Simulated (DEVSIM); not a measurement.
Device: Schottky contact on n-type GaAs, at 300 K.

```csv
layer (left to right),material,thickness (μm),Nd (cm⁻³),τn (s),τp (s)
1,GaAs,0.850,1.3e17,4.1e-9,4.1e-9
```

Left contact: Schottky, work function 5.04 eV, emission velocity 5.1e6 cm/s. Right contact: ohmic. Voltage is applied to the left contact. Recombination: SRH at mid-gap. Mobility is constant in doping.

The device is made up for the run: typed textbook-type constants, with dimensions and the other settings drawn at random. Values at 300 K.

| parameter | GaAs |
|---|---|
| gap (eV) | 1.424 |
| affinity (eV) | 4.07 |
| permittivity | 12.9 |
| Nc (cm⁻³) | 4.7e17 |
| Nv (cm⁻³) | 9e18 |
| μn (cm²/Vs) | 8500 |
| μp (cm²/Vs) | 400 |

DEVSIM, 1D drift-diffusion, Boltzmann statistics, complete ionisation; no tunnelling, impact ionisation, image-force lowering or self-heating. Metal contacts follow the ideal Schottky-Mott rule: no Fermi-level pinning, no interface dipoles.

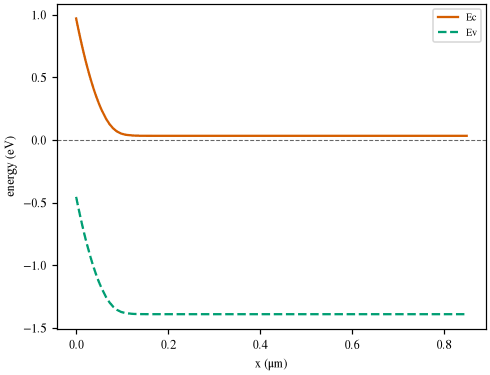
Figure: Band edges at zero bias

Energies count from the Fermi level of the right contact; mesh points crowd at the junctions.

```
x (μm)    Ec (eV)  Ev (eV)  n (cm⁻³)  p (cm⁻³)  field (V/cm)
--------  -------  -------  --------  --------  ------------
0.000       0.970   -0.454     < 1e2    2.1e11       -180000
0.007879    0.832   -0.592      5000     1.0e9       -170000
0.01655     0.693   -0.731   1100000   4800000       -150000
0.02954     0.511   -0.913     1.2e9      4200       -130000
0.04937     0.292   -1.132    5.8e12     < 1e2        -92000
0.07250     0.128   -1.296    3.4e15     < 1e2        -50000
0.09795     0.051   -1.373    6.5e16     < 1e2        -14000
0.1490      0.034   -1.391    1.3e17     < 1e2          -250
0.2029      0.033   -1.391    1.3e17     < 1e2           ≈ 0
0.2622      0.033   -1.391    1.3e17     < 1e2           ≈ 0
0.3512      0.033   -1.391    1.3e17     < 1e2           ≈ 0
0.4741      0.033   -1.391    1.3e17     < 1e2           ≈ 0
0.5688      0.033   -1.391    1.3e17     < 1e2           ≈ 0
0.6321      0.033   -1.391    1.3e17     < 1e2           ≈ 0
0.7033      0.033   -1.391    1.3e17     < 1e2           ≈ 0
0.7439      0.033   -1.391    1.3e17     < 1e2           ≈ 0
0.7711      0.033   -1.391    1.3e17     < 1e2           ≈ 0
0.7957      0.033   -1.391    1.3e17     < 1e2           ≈ 0
0.8168      0.033   -1.391    1.3e17     < 1e2           ≈ 0
0.8307      0.033   -1.391    1.3e17     < 1e2           ≈ 0
0.8399      0.033   -1.391    1.3e17     < 1e2           ≈ 0
0.8500      0.033   -1.391    1.3e17     < 1e2           ≈ 0
```
